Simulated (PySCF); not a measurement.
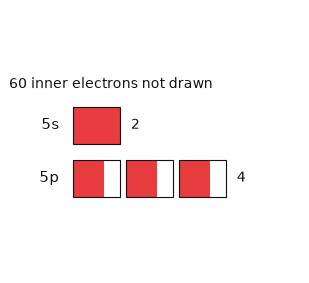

Fig. 1: The outer shells of the nominal configuration: a box for each of the 2l + 1 orbitals, shaded by the share of the shell that is filled, with the electron count at the right.

# W⁸⁺: atomic calculation

W⁸⁺, configuration 1s2 2s2 2p6 3s2 3p6 3d10 4s2 4p6 4d10 4f14 5s2 5p4, multiplicity 3. Computed at this level: unrestricted HF, cc-pVDZ-PP with ECP60, scalar-relativistic core potential (PySCF).

### Outcome

```
                                                quantity                                                                 value
                                                 outcome                                                             converged
total energy (valence electrons, under a core potential)                                                    −49.723370 hartree
                                                    ⟨S²⟩                                                                 2.003
                                                    ⟨L²⟩                                                                  2.01
                                          SCF iterations                                                                     4
                                                hardware  1 thread of Arm Neoverse V2, 23 GiB of memory available, shared host
```

### What is odd here

This input holds a deliberate oddity: basis of the neutral atom used for a highly charged ion. The program ran to the end. Its numbers are those of this setting; this run alone doesn't show how far the oddity moves them.

### Input
```python
from pyscf import gto, scf, dft, mp, cc
import basis_set_exchange as bse
txt = bse.get_basis("cc-pVDZ-PP", elements=["W"], fmt="nwchem", header=False)
cut = txt.index("\nECP")
mol = gto.M(atom="W 0 0 0", charge=8, spin=2, symmetry="D2h",
            basis=gto.basis.parse(txt[:cut]),
            ecp={"W": gto.basis.parse_ecp(txt[cut:])})
mf = scf.UHF(mol)
mf.irrep_nelec = {'Ag': (1, 1), 'B1u': (1, 0), 'B2u': (1, 1), 'B3u': (1, 0)}
mf.kernel()
```

The script is an equivalent of what the driver set up; the driver started from orbitals of its own, so the log can be shorter than this script's would be, and it computed the properties (radii, ⟨L²⟩, response) afterwards. It held the occupations shell by shell, which the script's counts by irreducible representation don't always enforce.

Launched within a batch (the task file carries these settings):
```bash
OMP_NUM_THREADS=1 python <driver script> TASK.json OUT
```

### The program's output (extracts)
```
damping factor = 0
level_shift factor = 0
DIIS = <class 'pyscf.scf.diis.CDIIS'>
diis_start_cycle = 1
diis_space = 10
diis_damp = 0
SCF conv_tol = 1e-09
SCF conv_tol_grad = None
number electrons alpha = 4  beta = 2
cycle= 1 E= -49.723184146742  delta_E= -0.00437  |g|= 0.0247  |ddm|= 0.053
cycle= 2 E= -49.7233624748887  delta_E= -0.000178  |g|= 0.00507  |ddm|= 0.0276
cycle= 3 E= -49.7233704074013  delta_E= -7.93e-06  |g|= 5.48e-05  |ddm|= 0.0111
cycle= 4 E= -49.7233704082665  delta_E= -8.65e-10  |g|= 1.76e-06  |ddm|= 0.000694
converged SCF energy = -49.7233704082665  <S^2> = 2.0025052  2S+1 = 3.0016697
```

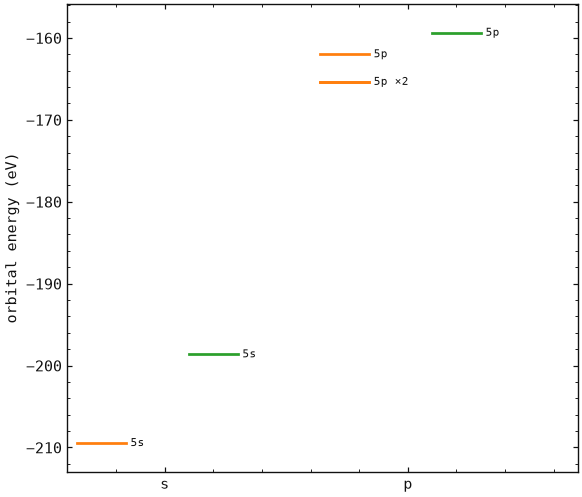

Fig. 2: Orbital energies of the mean field, from the top down to −209.5 eV, by angular momentum, α spin at the left of each column and β at the right; ×n counts the orbitals under one label. The highest filled orbital is 5p β at −159.4 eV, the lowest empty one p β at −140.9 eV.
